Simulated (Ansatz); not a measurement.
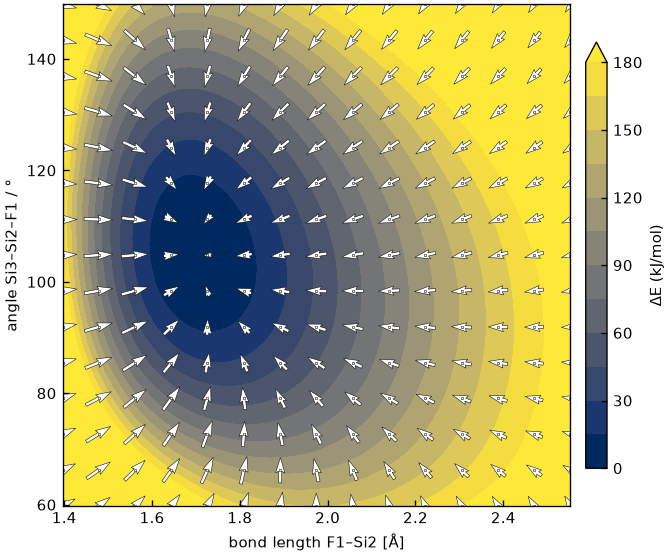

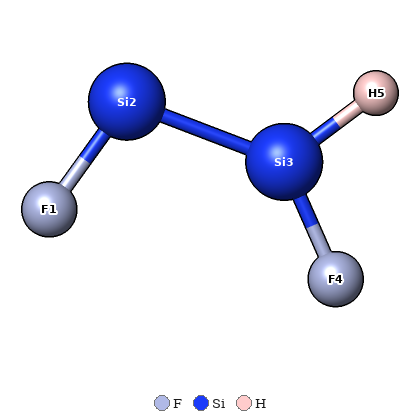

Energy landscape of F₂HSi₂, SMILES F[Si-]=[SiH]F, charge −1. The first coordinate is: bond length F1–Si2; the second: angle Si3–Si2–F1. Nothing is relaxed (all other coordinates rigid). The scan uses a 15 × 15 grid. Points are written as (first, second). All energies are given in kJ/mol relative to the relaxed molecule at the same level. The reference is spin-restricted, which grows unreliable where a bond is stretched far. These are results of Ansatz, RHF/def2-SVPD, not measurements.

In the figure: filled contours, dots at the grid points, arrows along the force (downhill), their lengths compressed, one colour for all values above the top of the scale. Between grid points the surface is interpolated. The second picture is the structure at the lowest point.

Where are the wells?

Answer. The lowest grid point is at (1.726 Å, 104.8°), 0.6 kJ/mol from the relaxed molecule at the same level. It is the only kind of minimum in the scanned range. The highest grid point, (1.396 Å, 59.8°), lies 519 kJ/mol above the lowest. Round the minimum the valley is somewhat tilted: raising bond length F1–Si2 shifts the best value of angle Si3–Si2–F1 downwards (coupling k₁₂/√(k₁₁k₂₂) about 0.2).

Each point was launched as `ansatz run input.yaml --threads 1 --pin off --max-ram 2560MiB --backend cpu --events-out ev --progress --plain --runs-dir out`. The whole map (225 points run) took 12 min on 1 thread of Arm Neoverse N1, with other jobs on the host.
